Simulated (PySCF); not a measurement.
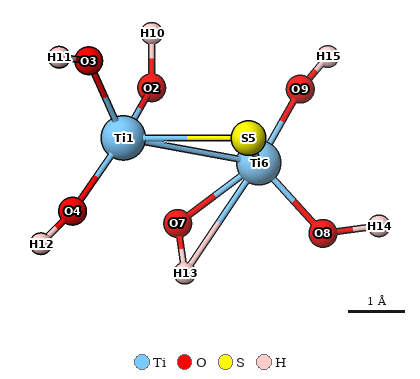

Figure 1. The structure as given in the input (ball-and-stick view, seen at a tilt; atoms are numbered from 1 in the order of the input). Sticks mark near contacts.

# Ti2H6SO6: geometry relaxation

Ti2H6SO6 ([(OH)3Ti]2S), computed with PBE0-D3(BJ)/def2-SVP geometry optimisation, gas phase (PySCF 2.14.0).

It belongs to a series of runs on one base structure; here: OH, S.

The input:
```
{"job": {"xc": "PBE0", "basis": "def2-SVP", "d3": "d3bj", "grid": 1, "maxiter": 40, "shake": 0.03, "kind": "geom"}, "charge": 0, "multiplicity": 1}
Ti     0.805820     1.033690     0.538360
O      0.120430    -0.261200     1.535630
O      0.384630     2.382340     1.638540
O      2.172010     1.731930    -0.356350
S     -1.202870     1.124090    -0.873120
Ti    -0.718690    -1.136750    -0.507140
O      1.100490    -0.920370    -0.680800
O     -0.949570    -1.837900    -2.078780
O     -1.941250    -1.844890     0.496510
H     -0.412760    -0.140590     2.364900
H      0.651840     3.314660     1.659490
H      2.919140     2.070990    -0.664380
H      1.456510    -0.930640    -1.554370
H     -1.838030    -2.248320    -2.414860
H     -2.580450    -2.413160     0.940370
```

The first line tells a small driver script what to run in PySCF; the rest is the geometry in Å.

Run on 2 CPU threads, shared host.

Launched with:
```bash
OMP_NUM_THREADS=2 python <driver script> task.json out
```

Log:
```
step   0  E = -2550.76171885  max force = 0.101387
step   1  E = -2550.79057054  max force = 0.025424
step   2  E = -2550.79373103  max force = 0.012083
step   3  E = -2550.79595072  max force = 0.008378
step   4  E = -2550.79757455  max force = 0.007216
step   5  E = -2550.79935061  max force = 0.007964
step   6  E = -2550.80040532  max force = 0.007262
step   7  E = -2550.80176795  max force = 0.004676
step   8  E = -2550.80275354  max force = 0.005119
step   9  E = -2550.80367037  max force = 0.003214
step  10  E = -2550.80387630  max force = 0.002257
step  11  E = -2550.80405609  max force = 0.001877
step  12  E = -2550.80422909  max force = 0.002660
step  13  E = -2550.80438093  max force = 0.002762
step  14  E = -2550.80450241  max force = 0.001562
step  15  E = -2550.80454613  max force = 0.001054
step  16  E = -2550.80458486  max force = 0.000889
step  17  E = -2550.80461117  max force = 0.000889
step  18  E = -2550.80462568  max force = 0.000465
step  19  E = -2550.80462882  max force = 0.000546
step  20  E = -2550.80462638  max force = 0.000651
step  21  E = -2550.80462621  max force = 0.000487
step  22  E = -2550.80462648  max force = 0.000272
optimisation converged
```

Trajectory as extended XYZ (Å, eV, eV/Å), 15 of the 23 frames kept, from step=0 to step=22:
```
15
Properties=species:S:1:pos:R:3:forces:R:3 step=0 energy=-69409.76178
Ti    0.8058    1.0337    0.5384   -0.8924   2.7569  -2.0162
O     0.1204   -0.2612    1.5356   -0.7413  -1.7957   2.2698
O     0.3846    2.3823    1.6385    0.3719   0.0456   0.0888
O     2.1720    1.7319   -0.3564   -4.8137  -2.3841   2.2287
S    -1.2029    1.1241   -0.8731    1.0592  -0.7119   0.6937
Ti   -0.7187   -1.1367   -0.5071   -0.5956   1.9709   0.0307
O     1.1005   -0.9204   -0.6808    0.6121   0.0584   1.8704
O    -0.9496   -1.8379   -2.0788   -2.9672  -1.9475  -2.1639
O    -1.9412   -1.8449    0.4965   -1.1831  -1.0993   0.8172
H    -0.4128   -0.1406    2.3649    0.6276  -0.1716  -1.3661
H     0.6518    3.3147    1.6595   -0.0946  -0.4974  -0.1561
H     2.9191    2.0710   -0.6644    5.2135   2.2027  -2.1355
H     1.4565   -0.9306   -1.5544    0.4787   0.1642  -1.0701
H    -1.8380   -2.2483   -2.4149    2.6372   1.2012   0.9450
H    -2.5804   -2.4132    0.9404    0.2876   0.2076  -0.0363
15
Properties=species:S:1:pos:R:3:forces:R:3 step=2 energy=-69410.63287
Ti    0.7637    1.0975    0.5022   -0.4079   0.2065  -0.6213
O     0.1328   -0.3321    1.5279    0.3730  -0.3917  -0.0939
O     0.3890    2.4270    1.6121    0.0941  -0.0186   0.2384
O     2.1703    1.7188   -0.3793    0.2950   0.1576   0.0191
S    -1.1575    1.1207   -0.8237    0.0126   0.0971   0.0372
Ti   -0.7776   -1.0979   -0.4931   -0.1338   0.1070   0.1552
O     1.0971   -0.8507   -0.5864    0.1397  -0.2143   0.1516
O    -1.0198   -1.8225   -2.1046    0.2054   0.1119   0.1919
O    -2.0093   -1.8921    0.5076    0.0264   0.0262  -0.2127
H    -0.3957   -0.2440    2.3257   -0.2035   0.1435  -0.0270
H     0.6783    3.3425    1.5928    0.0248   0.0441  -0.0057
H     3.0317    1.9931   -0.7106   -0.2288  -0.2099   0.1114
H     1.4906   -0.8353   -1.4691   -0.0778   0.1153   0.0532
H    -1.8315   -2.2127   -2.4299   -0.1777  -0.1434  -0.0976
H    -2.5949   -2.4884    0.9726    0.0584  -0.0312   0.1000
15
Properties=species:S:1:pos:R:3:forces:R:3 step=3 energy=-69410.69327
Ti    0.7326    1.1224    0.4681   -0.0855  -0.0483   0.0478
O     0.1406   -0.3509    1.4951    0.1287  -0.0633  -0.0562
O     0.4109    2.4404    1.6191    0.0509  -0.0694   0.1027
O     2.1659    1.6968   -0.3870    0.4308   0.2910  -0.1513
S    -1.1683    1.1479   -0.8232   -0.2471   0.2709  -0.1377
Ti   -0.7994   -1.0653   -0.4861    0.1508  -0.2532   0.1801
O     1.0836   -0.8356   -0.5670    0.0915  -0.1457  -0.1693
O    -1.0402   -1.8078   -2.0881    0.0266   0.0562   0.0088
O    -2.0088   -1.8894    0.5059   -0.1415   0.0416  -0.0936
H    -0.4115   -0.2507    2.2771   -0.1471   0.1637  -0.0223
H     0.7159    3.3520    1.5970    0.0243  -0.0176   0.0202
H     3.0591    1.8840   -0.6984   -0.3115  -0.2013   0.1297
H     1.4739   -0.7979   -1.4509   -0.0781   0.0532   0.0326
H    -1.8441   -2.2161   -2.4232    0.0370  -0.0471   0.0082
H    -2.5430   -2.5057    1.0057    0.0702  -0.0308   0.1003
15
Properties=species:S:1:pos:R:3:forces:R:3 step=5 energy=-69410.78579
Ti    0.6943    1.1763    0.3921    0.2560  -0.3995   0.3164
O     0.0980   -0.3184    1.4156   -0.1323   0.1634  -0.0421
O     0.4934    2.3895    1.6815   -0.1230   0.0634  -0.0661
O     2.1920    1.6669   -0.4091   -0.1984   0.4095  -0.0755
S    -1.2335    1.2312   -0.8529   -0.0469  -0.0151  -0.0307
Ti   -0.8432   -1.0177   -0.4796    0.2819  -0.1798   0.0851
O     1.0395   -0.8016   -0.6351   -0.0696   0.1328  -0.0521
O    -1.0736   -1.8162   -2.0522   -0.0447   0.0683  -0.1479
O    -1.9949   -1.8660    0.5545   -0.3630   0.0126  -0.0648
H    -0.5384   -0.1119    2.1137    0.0581   0.0440  -0.0015
H     0.8340    3.2889    1.7034    0.0564  -0.0310   0.0420
H     3.1134    1.5845   -0.6453    0.1855  -0.1655  -0.0375
H     1.3693   -0.7066   -1.5378   -0.0350  -0.0702  -0.0531
H    -1.8446   -2.2792   -2.3942    0.0533  -0.0396   0.0480
H    -2.3384   -2.4958    1.1894    0.1218   0.0067   0.0800
15
Properties=species:S:1:pos:R:3:forces:R:3 step=6 energy=-69410.81449
Ti    0.6940    1.1874    0.3738    0.2311  -0.3271   0.1937
O     0.0791   -0.2940    1.3966   -0.1382   0.0530  -0.0470
O     0.5172    2.3653    1.7010   -0.1420   0.1016  -0.1000
O     2.2009    1.6794   -0.4229   -0.3281   0.3734  -0.0316
S    -1.2491    1.2453   -0.8625    0.0619  -0.1154   0.0311
Ti   -0.8531   -1.0155   -0.4776    0.1406  -0.0432   0.0265
O     1.0239   -0.7913   -0.6649   -0.0203   0.1996   0.0864
O    -1.0771   -1.8287   -2.0453   -0.0664   0.0673  -0.1185
O    -2.0064   -1.8537    0.5714   -0.2946   0.0075  -0.1070
H    -0.5753   -0.0441    2.0648    0.0985  -0.0079   0.0272
H     0.8741    3.2576    1.7457    0.0611  -0.0306   0.0314
H     3.1119    1.4916   -0.6341    0.2490  -0.1890  -0.0591
H     1.3261   -0.6896   -1.5765   -0.0271  -0.0877  -0.0602
H    -1.8351   -2.3154   -2.3840    0.0525  -0.0280   0.0572
H    -2.2639   -2.4704    1.2585    0.1220   0.0264   0.0700
15
Properties=species:S:1:pos:R:3:forces:R:3 step=8 energy=-69410.87839
Ti    0.7016    1.1878    0.3622   -0.0209   0.0493  -0.1133
O     0.0569   -0.2764    1.3799   -0.0775  -0.2206   0.0804
O     0.5433    2.3548    1.7045   -0.0986   0.0643  -0.1130
O     2.1879    1.7294   -0.4740   -0.0788  -0.0180   0.0465
S    -1.2616    1.2403   -0.8603    0.1201  -0.1251   0.0700
Ti   -0.8669   -1.0218   -0.4722   -0.1921   0.2632  -0.0780
O     1.0052   -0.7661   -0.6805    0.1995   0.1388   0.1237
O    -1.0786   -1.8341   -2.0463   -0.0184   0.0568   0.0254
O    -2.0650   -1.8185    0.5828    0.0147  -0.0750  -0.1116
H    -0.5881    0.0274    2.0349    0.0664  -0.0446   0.0523
H     0.9577    3.2202    1.7749    0.0466  -0.0147   0.0225
H     3.0317    1.3099   -0.6602    0.0193  -0.0330  -0.0570
H     1.2607   -0.6910   -1.6100   -0.0117  -0.0569  -0.0172
H    -1.8083   -2.3739   -2.3633   -0.0058  -0.0385   0.0212
H    -2.1094   -2.3642    1.3716    0.0372   0.0540   0.0483
15
Properties=species:S:1:pos:R:3:forces:R:3 step=9 energy=-69410.90334
Ti    0.6979    1.1753    0.3739   -0.0259   0.1131  -0.0850
O     0.0646   -0.3059    1.3949   -0.0100  -0.1205   0.0366
O     0.5181    2.3760    1.6806   -0.0292   0.0241  -0.0594
O     2.1589    1.7403   -0.4967    0.1234  -0.1653   0.0712
S    -1.2566    1.2267   -0.8457    0.0119  -0.0014   0.0127
Ti   -0.8642   -1.0170   -0.4732   -0.1600   0.1454  -0.0308
O     1.0195   -0.7554   -0.6551    0.1294   0.0074  -0.0074
O    -1.0752   -1.8097   -2.0570    0.0059   0.0182   0.0419
O    -2.0824   -1.8081    0.5682    0.0881  -0.0993  -0.0653
H    -0.5550   -0.0191    2.0795    0.0007   0.0009   0.0307
H     0.9568    3.2297    1.7491    0.0251  -0.0094   0.0313
H     2.9773    1.2773   -0.7120   -0.1369   0.0861  -0.0256
H     1.2761   -0.7057   -1.5867   -0.0092  -0.0078   0.0139
H    -1.7981   -2.3661   -2.3604   -0.0121  -0.0418   0.0004
H    -2.0706   -2.3146    1.3846   -0.0013   0.0503   0.0349
15
Properties=species:S:1:pos:R:3:forces:R:3 step=11 energy=-69410.91383
Ti    0.6856    1.1801    0.3733   -0.0209  -0.0301   0.0632
O     0.0605   -0.3218    1.3953    0.0076   0.0742  -0.0133
O     0.5118    2.3948    1.6659   -0.0028   0.0109  -0.0392
O     2.1439    1.7279   -0.5041    0.0495   0.0037   0.0726
S    -1.2691    1.2362   -0.8378   -0.0276   0.0304  -0.0143
Ti   -0.8727   -1.0026   -0.4772    0.0554   0.0193  -0.0465
O     1.0225   -0.7414   -0.6527   -0.0609  -0.0286  -0.0194
O    -1.0855   -1.8024   -2.0558   -0.0382  -0.0025  -0.0051
O    -2.0686   -1.8176    0.5676    0.0198  -0.0965  -0.0005
H    -0.5476   -0.0450    2.0947    0.0072   0.0091  -0.0124
H     0.9769    3.2333    1.7489    0.0119  -0.0176   0.0342
H     2.9319    1.2393   -0.7586    0.0002   0.0060  -0.0527
H     1.2771   -0.6974   -1.5847   -0.0095   0.0055  -0.0040
H    -1.7950   -2.3860   -2.3422    0.0272  -0.0180   0.0100
H    -2.0045   -2.2735    1.4114   -0.0190   0.0342   0.0275
15
Properties=species:S:1:pos:R:3:forces:R:3 step=13 energy=-69410.92267
Ti    0.6735    1.1924    0.3679   -0.0348  -0.0689   0.0564
O     0.0501   -0.3157    1.3847    0.0398   0.0835  -0.0258
O     0.5259    2.4091    1.6572   -0.0174   0.0064  -0.0109
O     2.1414    1.7195   -0.5030   -0.0605   0.1197   0.0711
S    -1.2953    1.2554   -0.8304    0.0025  -0.0129  -0.0046
Ti   -0.8928   -0.9900   -0.4887    0.1420  -0.0294  -0.0539
O     1.0010   -0.7223   -0.6767   -0.1211  -0.0346   0.0227
O    -1.1171   -1.8170   -2.0500   -0.0611   0.0378  -0.0207
O    -2.0383   -1.8512    0.5785   -0.0124  -0.0324   0.0364
H    -0.5430   -0.0389    2.0968    0.0016   0.0234  -0.0204
H     1.0354    3.2138    1.7935    0.0097  -0.0135   0.0203
H     2.8765    1.2054   -0.8411    0.1128  -0.0749  -0.0732
H     1.2414   -0.6809   -1.6122    0.0007   0.0086  -0.0192
H    -1.7899   -2.4590   -2.2980    0.0322  -0.0147   0.0085
H    -1.9016   -2.1968    1.4654   -0.0341   0.0020   0.0134
15
Properties=species:S:1:pos:R:3:forces:R:3 step=14 energy=-69410.92598
Ti    0.6744    1.1943    0.3677   -0.0081  -0.0166  -0.0088
O     0.0538   -0.3073    1.3824    0.0346   0.0057  -0.0135
O     0.5274    2.4100    1.6560   -0.0298   0.0066   0.0021
O     2.1476    1.7217   -0.4956   -0.0518   0.0716   0.0425
S    -1.2988    1.2571   -0.8303    0.0135  -0.0254   0.0004
Ti   -0.8966   -0.9911   -0.4955    0.0803  -0.0582   0.0214
O     0.9906   -0.7227   -0.6883   -0.0643  -0.0233   0.0209
O    -1.1325   -1.8251   -2.0504   -0.0502   0.0612  -0.0208
O    -2.0251   -1.8675    0.5818    0.0036   0.0205   0.0137
H    -0.5324   -0.0311    2.1000   -0.0038   0.0286  -0.0182
H     1.0456    3.2040    1.8183    0.0119  -0.0102   0.0072
H     2.8765    1.2287   -0.8784    0.0543  -0.0530  -0.0317
H     1.2296   -0.6818   -1.6243    0.0037   0.0088  -0.0095
H    -1.7914   -2.4867   -2.2828    0.0209  -0.0207   0.0061
H    -1.9015   -2.1786    1.4833   -0.0147   0.0045  -0.0117
15
Properties=species:S:1:pos:R:3:forces:R:3 step=16 energy=-69410.92822
Ti    0.6779    1.1945    0.3603    0.0017   0.0457  -0.0203
O     0.0665   -0.3019    1.3774   -0.0032  -0.0451   0.0165
O     0.5213    2.4024    1.6552   -0.0196   0.0122  -0.0105
O     2.1544    1.7270   -0.4968    0.0274  -0.0384  -0.0166
S    -1.2953    1.2509   -0.8360    0.0003  -0.0037  -0.0011
Ti   -0.8944   -0.9955   -0.4962   -0.0140  -0.0444   0.0229
O     0.9867   -0.7292   -0.6978    0.0395   0.0038  -0.0121
O    -1.1512   -1.8250   -2.0495   -0.0334   0.0393  -0.0026
O    -2.0200   -1.8616    0.5939    0.0178   0.0246  -0.0115
H    -0.5197   -0.0115    2.0895   -0.0005   0.0111   0.0042
H     1.0453    3.1881    1.8374    0.0113  -0.0048   0.0011
H     2.8730    1.2247   -0.8926   -0.0314   0.0212   0.0242
H     1.2220   -0.6882   -1.6352    0.0000   0.0013   0.0072
H    -1.7965   -2.5037   -2.2700    0.0106  -0.0175   0.0001
H    -1.9027   -2.1469    1.5044   -0.0065  -0.0054  -0.0013
15
Properties=species:S:1:pos:R:3:forces:R:3 step=17 energy=-69410.92894
Ti    0.6787    1.1950    0.3573   -0.0054   0.0296  -0.0088
O     0.0732   -0.3021    1.3772   -0.0126  -0.0230   0.0129
O     0.5171    2.4042    1.6505   -0.0115   0.0115  -0.0118
O     2.1564    1.7275   -0.4975    0.0360  -0.0457  -0.0252
S    -1.2942    1.2465   -0.8381   -0.0041   0.0071   0.0003
Ti   -0.8927   -0.9982   -0.4951   -0.0128  -0.0242   0.0090
O     0.9884   -0.7320   -0.7004    0.0398   0.0073  -0.0156
O    -1.1621   -1.8222   -2.0490   -0.0211   0.0208   0.0066
O    -2.0180   -1.8581    0.5990    0.0091   0.0107  -0.0091
H    -0.5121   -0.0064    2.0880    0.0020   0.0000   0.0066
H     1.0460    3.1856    1.8374    0.0090  -0.0033   0.0006
H     2.8710    1.2208   -0.8953   -0.0323   0.0267   0.0273
H     1.2230   -0.6911   -1.6379   -0.0027   0.0005   0.0070
H    -1.8000   -2.5095   -2.2646    0.0085  -0.0113  -0.0014
H    -1.9074   -2.1360    1.5125   -0.0019  -0.0066   0.0015
15
Properties=species:S:1:pos:R:3:forces:R:3 step=19 energy=-69410.92942
Ti    0.6760    1.1989    0.3527   -0.0063  -0.0176   0.0118
O     0.0770   -0.2996    1.3784   -0.0030   0.0281  -0.0053
O     0.5146    2.4176    1.6367   -0.0048   0.0072  -0.0066
O     2.1586    1.7229   -0.4986   -0.0020   0.0017  -0.0089
S    -1.2985    1.2433   -0.8383   -0.0029   0.0045   0.0001
Ti   -0.8926   -1.0006   -0.4918    0.0090   0.0096  -0.0090
O     0.9895   -0.7314   -0.7033   -0.0038  -0.0017   0.0010
O    -1.1776   -1.8192   -2.0447   -0.0026  -0.0022   0.0047
O    -2.0129   -1.8602    0.6058   -0.0041  -0.0044   0.0075
H    -0.5058   -0.0003    2.0900    0.0012  -0.0116   0.0022
H     1.0574    3.1892    1.8252    0.0040  -0.0031   0.0019
H     2.8666    1.2073   -0.8943    0.0097  -0.0044   0.0044
H     1.2215   -0.6897   -1.6412   -0.0031   0.0008  -0.0016
H    -1.7999   -2.5225   -2.2544    0.0061  -0.0022  -0.0014
H    -1.9066   -2.1319    1.5217    0.0026  -0.0046  -0.0007
15
Properties=species:S:1:pos:R:3:forces:R:3 step=20 energy=-69410.92935
Ti    0.6731    1.2019    0.3503   -0.0003  -0.0213   0.0146
O     0.0752   -0.2955    1.3790    0.0070   0.0335  -0.0089
O     0.5146    2.4262    1.6292   -0.0047   0.0049  -0.0047
O     2.1587    1.7203   -0.4999   -0.0178   0.0183  -0.0012
S    -1.3027    1.2431   -0.8386    0.0004  -0.0023  -0.0010
Ti   -0.8935   -1.0007   -0.4898    0.0047   0.0144  -0.0106
O     0.9882   -0.7294   -0.7037   -0.0165  -0.0074   0.0081
O    -1.1805   -1.8204   -2.0413    0.0031  -0.0045   0.0001
O    -2.0103   -1.8636    0.6090   -0.0025  -0.0034   0.0107
H    -0.5068    0.0029    2.0915   -0.0010  -0.0108  -0.0005
H     1.0642    3.1933    1.8162    0.0021  -0.0035   0.0027
H     2.8652    1.1993   -0.8905    0.0207  -0.0143  -0.0031
H     1.2185   -0.6875   -1.6420   -0.0016   0.0006  -0.0037
H    -1.7957   -2.5301   -2.2500    0.0039  -0.0013  -0.0008
H    -1.9010   -2.1360    1.5244    0.0025  -0.0030  -0.0017
15
Properties=species:S:1:pos:R:3:forces:R:3 step=22 energy=-69410.92935
Ti    0.6705    1.2042    0.3482    0.0053  -0.0020   0.0058
O     0.0737   -0.2902    1.3792    0.0087   0.0140  -0.0020
O     0.5125    2.4318    1.6241   -0.0059   0.0043  -0.0052
O     2.1573    1.7207   -0.5020   -0.0072   0.0032  -0.0052
S    -1.3057    1.2419   -0.8408    0.0018  -0.0045  -0.0008
Ti   -0.8939   -1.0010   -0.4883   -0.0122   0.0064  -0.0067
O     0.9864   -0.7287   -0.7025   -0.0035  -0.0071   0.0029
O    -1.1779   -1.8239   -2.0387    0.0032  -0.0008  -0.0002
O    -2.0083   -1.8655    0.6125    0.0038   0.0009   0.0039
H    -0.5091    0.0060    2.0919   -0.0032  -0.0054   0.0011
H     1.0643    3.1980    1.8086    0.0020  -0.0025   0.0032
H     2.8665    1.1966   -0.8846    0.0040  -0.0022   0.0036
H     1.2161   -0.6877   -1.6411   -0.0005   0.0000  -0.0001
H    -1.7903   -2.5356   -2.2485    0.0020  -0.0028   0.0002
H    -1.8948   -2.1425    1.5260    0.0019  -0.0015  -0.0005
```

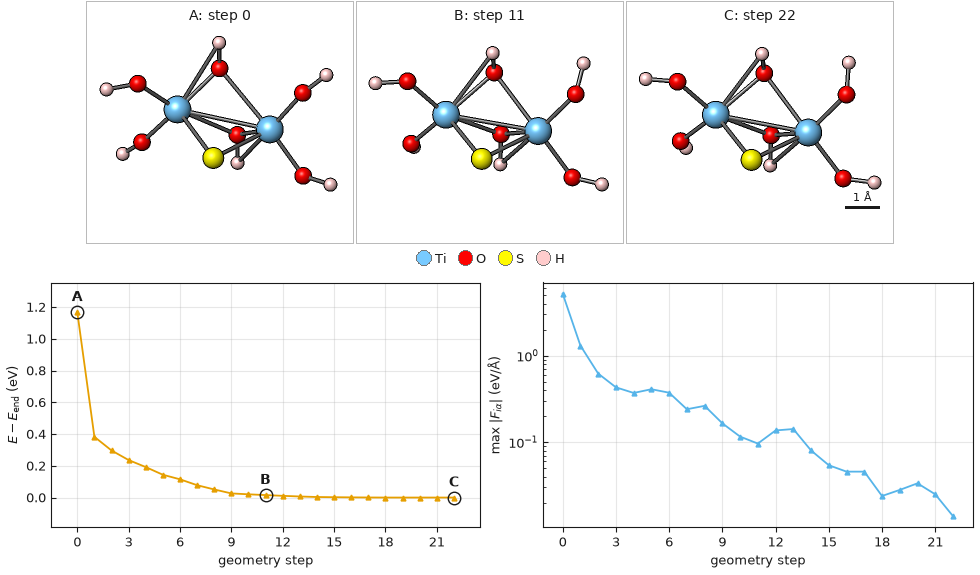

Figure 2. Frames of the relaxation (ball-and-stick view, seen at a tilt) above the curves, on which the letters mark them (steps are counted from 0).

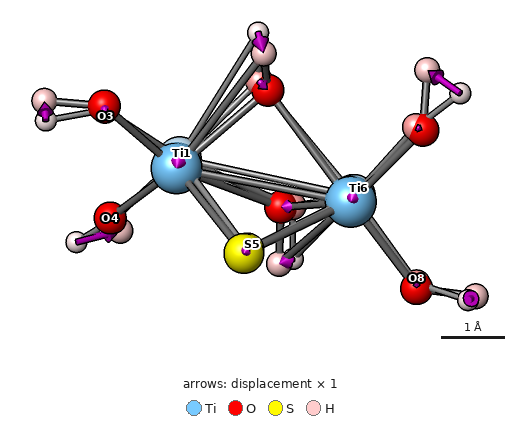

Figure 3. Start (faint) and end (solid) with the displacements as pink arrows, at true length (ball-and-stick view, seen at a tilt). The two geometries are laid on each other by the best rigid fit. After 22 geometry steps the energy has fallen by 1.168 eV. Largest force component: 5.2 eV/Å at the start, 0.014 eV/Å at the end. H12 moves most after the best rigid fit: 0.79 Å. Largest moves by element: H 0.79 Å, Ti 0.29 Å, O 0.24 Å, S 0.13 Å. Among the contacts that change: O2–Ti6 2.376 → 2.220 Å, Ti1–S5 2.457 → 2.307 Å, Ti1–O2 1.772 → 1.911 Å, Ti1–O7 2.322 → 2.223 Å. Among the angles that change: Ti1–O4–H12 170.0° → 130.2°, Ti6–O9–H15 167.3° → 130.6°, Ti1–O2–H10 126.1° → 110.3°. (Atoms are counted from 1 in the order of the input.)

Results in brief:

| quantity | value |
| --- | --- |
| outcome | converged |
| total energy | −2550.804626 hartree |
| dipole moment | 3.44 D |
| point group | C2 |
| wall time | 4 min (CPU time 10 min) |
| peak memory | 1.1 GiB |
